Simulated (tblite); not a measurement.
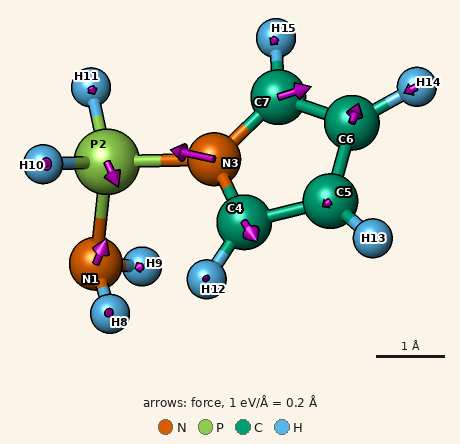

Starting geometry of C₄H₈N₂P (charge +1) with the computed forces as purple arrows. Style: ball-and-stick. Shown at a tilt.

These are results of tblite, GFN2-xTB geometry optimisation, gas phase, not measurements. 

### Is this structure relaxed? If not, where do the atoms go?

It isn't relaxed: the largest force vector, on N3, is 3.96 eV/Å. The final displacements have little in common with the starting forces (cosine between the two patterns 0.17). After 140 geometry steps the energy has fallen by 18.6 kcal/mol. The atom that moves furthest after the best rigid fit is H8 (1.31 Å). By element the largest moves are H 1.31 Å, N 0.34 Å, C 0.26 Å, P 0.19 Å. Some distances before and after: P2–N3 1.758 → 1.637 Å, N1–P2 1.736 → 1.628 Å, N3–C4 1.341 → 1.399 Å, P2–H10 1.435 → 1.382 Å. Among the angles between lasting bonds that change: P2–N1–H8 107.4° → 119.4°, P2–N1–H9 109.2° → 118.7°, N3–C7–H15 129.3° → 120.8°. Groups turn about P2–N3 by about 20°.
